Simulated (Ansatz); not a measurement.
# CdH2O2: a sublattice displacement scan

Aim: for CdH2O2, measure how stiffly every H atom is held.

Method: DFT LDA, scalar-relativistic, plane waves, PAW, in Ansatz 0.2.0.

### Step 1. Starting point

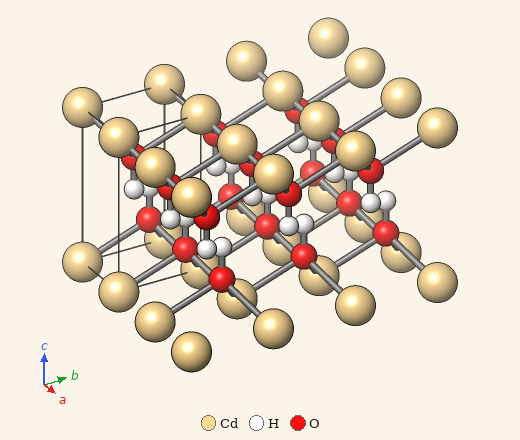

Start, viewed slightly off an axis; cadmium orange, hydrogen white, oxygen red. 3×3×1 cells are drawn. Atoms on the faces are drawn again on the opposite ones.

Structure file:

```cif
data_structure
_symmetry_space_group_name_H-M 'P 1'
_symmetry_Int_Tables_number 1
_cell_length_a 3.5155
_cell_length_b 3.5155
_cell_length_c 4.6430
_cell_angle_alpha 90.000
_cell_angle_beta 90.000
_cell_angle_gamma 120.000
_cell_volume 49.69
loop_
_atom_site_label
_atom_site_type_symbol
_atom_site_fract_x
_atom_site_fract_y
_atom_site_fract_z
_atom_site_occupancy
Cd1 Cd 0.00000 0.00000 0.00000 1
H1 H 0.66667 0.33333 0.55096 1
H2 H 0.33333 0.66667 0.44904 1
O1 O 0.66667 0.33333 0.75937 1
O2 O 0.33333 0.66667 0.24063 1
```

It goes back to an entry of the Materials Project, which need not be the stable form.

The cell is taken as given, not relaxed at this level.

### Step 2. Zero of energy

The reference gives a free energy of -9259.7926 eV, pressure -4.23 GPa, largest force 0.904 eV/Å and gap on the mesh 1.57 eV. It was computed beforehand with the settings of the runs below.

### Step 3. Setting up a sublattice displacement scan

Every H atom is moved by x along the Cartesian unit vector (0.000, 0.000, 1.000); the cell and all other atoms stay fixed. Forces below are components along that vector, summed over the moved atoms.

### Step 4. Point x = -0.300 Å

File input.yaml:

```yaml
crystal:
  lattice:
    - [3.5155259648, 0.0, 0.0]
    - [-1.7577629824, 3.0445347931, 0.0]
    - [0.0, 0.0, 4.64297929]
  atoms:
    - { symbol: Cd, position: [0.0, 0.0, 0.0] }
    - { symbol: H, position: [0.6666666667, 0.3333333333, 0.4863470353] }
    - { symbol: H, position: [0.3333333333, 0.6666666667, 0.3844255953] }
    - { symbol: O, position: [0.6666666667, 0.3333333333, 0.759372] }
    - { symbol: O, position: [0.3333333333, 0.6666666667, 0.240628] }
basis:
  ecutwfc: 420
kpoints:
  mp_grid: { grid: [9, 9, 6] }
hamiltonian:
  xc: lda
scf:
  occupations: { method: gaussian, width: 0.05 }
output:
  forces: true
  stress: true
  eigenvalues: true
```

The log of the run (excerpt; [...] marks lines left out):

```text
Warning: RAYON_NUM_THREADS=1 ignored (pool sized by the plan → 1); use --threads N
[...]
Pseudopotentials: kind: paw
Pseudopotential: Cd, paw, valence charge 20, recommended cutoff 420 eV (normal), Cd.paw.azcp
Pseudopotential: H, paw, valence charge 1, recommended cutoff 420 eV (normal), H.paw.azcp
Pseudopotential: O, paw, valence charge 6, recommended cutoff 420 eV (normal), O.paw.azcp
Functional definition: SPW92
[...]
Crystal: 5 atoms, lattice volume = 49.694 Å³
Basis set: ecut = 420 eV, 981 PW (Γ)
Bands: 22, of which v1, the nominal top of the filled ones, is band 17 counted from 1 (16 counted from 0)
Symmetry: 6 space group operations
Space group: P3m1 (ITA 156), of the structure as read, at distance tolerance 3.7e-5 Å
k-points: 62 of 486 (time reversal used)
[...]
SCF iter   1: F=—  HF=-9253.691862 eV  |F-HF|=—  |Δ(HF+E_count)|=         —  Δρ=1.57e-2  dr2=8.04e-2  ethr=1.77e-3  ⟨swp⟩=6.0  Hψ=5785  notcnv=0
[...]
SCF iter   8: F=-9253.672873 eV  HF=-9253.672873 eV  |F-HF|=2.44e-9  |Δ(HF+E_count)|=   3.13e-8  Δρ=5.04e-6  dr2=1.06e-8  ethr=2.94e-10  ⟨swp⟩=5.9  Hψ=5563  notcnv=0
[...]
SCF converged after 8 iterations
Free energy (F): -9253.672873 eV
[...]
E sigma→0 (E₀):  -9253.672873 eV
Fermi energy:    6.343010 eV
[...]
--- Forces (eV/Å), atoms counted from 1 ---
  atom   1  Cd    -0.00000000    -0.00000000    -0.72950752
  atom   2  H      0.00000000    -0.00000000     5.12999502
  atom   3  H      0.00000000     0.00000000    49.40670860
  atom   4  O     -0.00000000     0.00000000    -4.44651718
  atom   5  O     -0.00000000    -0.00000000   -49.36080510
[...]
--- Stress (GPa, compression-positive) ---
       -6.090709      -0.000000       0.000000
       -0.000000      -6.090709       0.000000
        0.000000       0.000000      79.991818
  P = ⅓ Tr σ = 22.6035 GPa (226.035 kbar)
--- Band table (eV; the first three rows and the last of 62) ---
  k-point 0: bands = ["-93.7846", "-54.9921", "-54.9393", "-54.9393", "-15.1747", "-10.5511", "-2.1213", "-0.7607", "-0.7607", "0.0112", "0.0112", "0.2911", "2.0840", "4.2427", "4.2427", "5.5714", "5.5714", "6.9263", "11.3586", "14.9937", "18.2454"]
[...]
```

Run time: 5.4 s. Hardware: 1 thread of an Arm CPU, shared host; peak memory 0.34 GiB.

### Step 5. x = 0.225 Å

input.yaml, as its differences from that of step 4:

```diff
@@ -7,4 +7,4 @@
     - { symbol: Cd, position: [0.0, 0.0, 0.0] }
-    - { symbol: H, position: [0.6666666667, 0.3333333333, 0.4863470353] }
-    - { symbol: H, position: [0.3333333333, 0.6666666667, 0.3844255953] }
+    - { symbol: H, position: [0.6666666667, 0.3333333333, 0.5994209835] }
+    - { symbol: H, position: [0.3333333333, 0.6666666667, 0.4974995435] }
     - { symbol: O, position: [0.6666666667, 0.3333333333, 0.759372] }
```

The log of the run (excerpt; [...] marks lines left out):

```text
Warning: RAYON_NUM_THREADS=1 ignored (pool sized by the plan → 1); use --threads N
[...]
[... 5 set-up lines as earlier in the session ...]
[...]
Crystal: 5 atoms, lattice volume = 49.694 Å³
Basis set: ecut = 420 eV, 981 PW (Γ)
Bands: 22, of which v1, the nominal top of the filled ones, is band 17 counted from 1 (16 counted from 0)
[... 2 set-up lines as earlier in the session ...]
k-points: 62 of 486 (time reversal used)
[...]
SCF iter   1: F=—  HF=-9256.848783 eV  |F-HF|=—  |Δ(HF+E_count)|=         —  Δρ=1.49e-2  dr2=9.37e-2  ethr=1.77e-3  ⟨swp⟩=6.0  Hψ=5782  notcnv=0
[...]
SCF converged after 8 iterations
Free energy (F): -9256.816466 eV
[...]
E sigma→0 (E₀):  -9256.816466 eV
Fermi energy:    6.413906 eV
[...]
--- Forces (eV/Å), atoms counted from 1 ---
  atom   1  Cd     0.00000000     0.00000000     0.55413798
  atom   2  H     -0.00000000    -0.00000000   -26.54288665
  atom   3  H     -0.00000000     0.00000000    -4.78452244
  atom   4  O      0.00000000     0.00000000    26.58403905
  atom   5  O      0.00000000    -0.00000000     4.18934671
[...]
--- Stress (GPa, compression-positive) ---
       -5.909232      -0.000000       0.000000
       -0.000000      -5.909232       0.000000
        0.000000       0.000000      39.926325
  P = ⅓ Tr σ = 9.3693 GPa (93.693 kbar)
--- Band table (eV; the first three rows and the last of 62) ---
  k-point 0: bands = ["-93.7346", "-54.9431", "-54.8895", "-54.8895", "-14.2136", "-10.7625", "-2.0147", "-0.7078", "-0.7078", "0.0597", "0.0597", "0.4698", "1.9201", "4.4141", "4.4141", "5.5214", "5.5214", "7.0882", "11.5252", "15.1795", "18.3069"]
[...]
```

Wall time 5.4 s (1 thread of an Arm CPU, shared host); peak memory 0.34 GiB.

### Step 6. x = -0.150 Å

input.yaml, as its differences from that of step 5:

```diff
@@ -7,4 +7,4 @@
     - { symbol: Cd, position: [0.0, 0.0, 0.0] }
-    - { symbol: H, position: [0.6666666667, 0.3333333333, 0.5994209835] }
-    - { symbol: H, position: [0.3333333333, 0.6666666667, 0.4974995435] }
+    - { symbol: H, position: [0.6666666667, 0.3333333333, 0.5186538776] }
+    - { symbol: H, position: [0.3333333333, 0.6666666667, 0.4167324376] }
     - { symbol: O, position: [0.6666666667, 0.3333333333, 0.759372] }
```

The log of the run (excerpt; [...] marks lines left out):

```text
Warning: RAYON_NUM_THREADS=1 ignored (pool sized by the plan → 1); use --threads N
[...]
[... 5 set-up lines as earlier in the session ...]
[...]
Crystal: 5 atoms, lattice volume = 49.694 Å³
Basis set: ecut = 420 eV, 981 PW (Γ)
Bands: 22, of which v1, the nominal top of the filled ones, is band 17 counted from 1 (16 counted from 0)
[... 2 set-up lines as earlier in the session ...]
k-points: 62 of 486 (time reversal used)
[...]
SCF iter   1: F=—  HF=-9258.632003 eV  |F-HF|=—  |Δ(HF+E_count)|=         —  Δρ=1.59e-2  dr2=1.06e-1  ethr=1.77e-3  ⟨swp⟩=6.0  Hψ=5775  notcnv=0
[...]
SCF converged after 8 iterations
Free energy (F): -9258.596734 eV
[...]
E sigma→0 (E₀):  -9258.596734 eV
Fermi energy:    6.478975 eV
[...]
--- Forces (eV/Å), atoms counted from 1 ---
  atom   1  Cd    -0.00000000    -0.00000000    -0.37407103
  atom   2  H      0.00000000    -0.00000000     3.93753851
  atom   3  H      0.00000000     0.00000000    13.27266162
  atom   4  O     -0.00000000     0.00000000    -3.43173271
  atom   5  O     -0.00000000    -0.00000000   -13.40446171
[...]
--- Stress (GPa, compression-positive) ---
       -5.782850      -0.000000       0.000000
       -0.000000      -5.782850       0.000000
        0.000000       0.000000      15.707803
  P = ⅓ Tr σ = 1.3807 GPa (13.807 kbar)
--- Band table (eV; the first three rows and the last of 62) ---
  k-point 0: bands = ["-93.6980", "-54.9072", "-54.8530", "-54.8530", "-13.4119", "-11.0217", "-1.9314", "-0.6692", "-0.6692", "0.0953", "0.0953", "0.6452", "1.7674", "4.5510", "4.5510", "5.4695", "5.4695", "7.2116", "11.6596", "15.3749", "18.3533"]
[...]
```

Wall time 5.3 s (1 thread of an Arm CPU, shared host); peak memory 0.34 GiB.

### Step 7. The scan collected

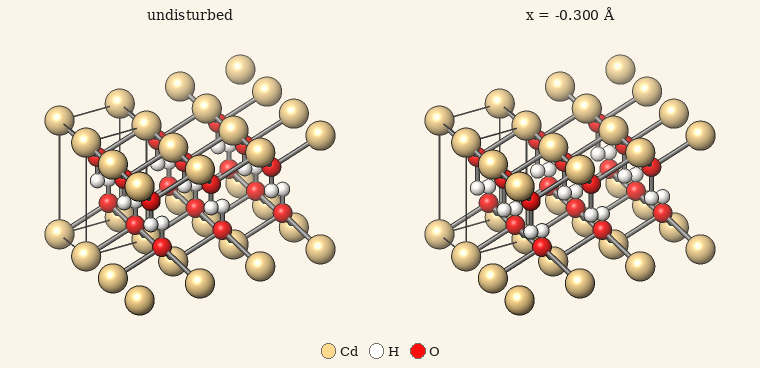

The undisturbed cell and the costliest point of the scan, at one scale, with neighbouring cells.

The scan, with free energies counted from the undisturbed cell:

```csv
x (Å),ΔE (meV/cell),force on the moved atoms (eV/Å),pressure (GPa),gap on the mesh (eV)
-0.300,6119.8,54.537,22.6,1.17
-0.150,1195.9,17.210,1.4,1.47
0.000,0.0,0.000,-4.2,1.57
0.225,2976.2,-31.327,9.4,1.35
```

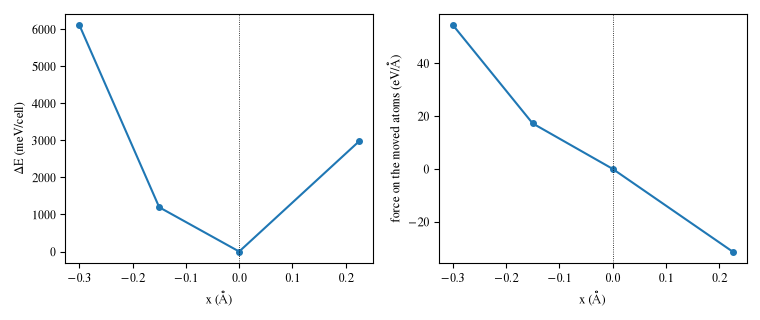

ΔE and force on the moved atoms along the scan.

### Step 8. What came out

```
                                                        quantity                                        value
force constant along x, from the points at -0.150, 0 and 0.225 Å  124.53 eV/Å² for the 2 moved atoms together
```

**Reading.** The restoring force grows by 124.53 eV/Å per Å near the site for the 2 atoms together, 62.27 on average. The step of 0.23 Å is wide, so anharmonic terms mix in. The undisturbed cell stays the lowest of the sampled points. The gap on the mesh stays between 1.17 and 1.57 eV. Where forces pass 15 eV/Å atoms stand far too close, the PAW spheres overlap strongly and those numbers are rough.
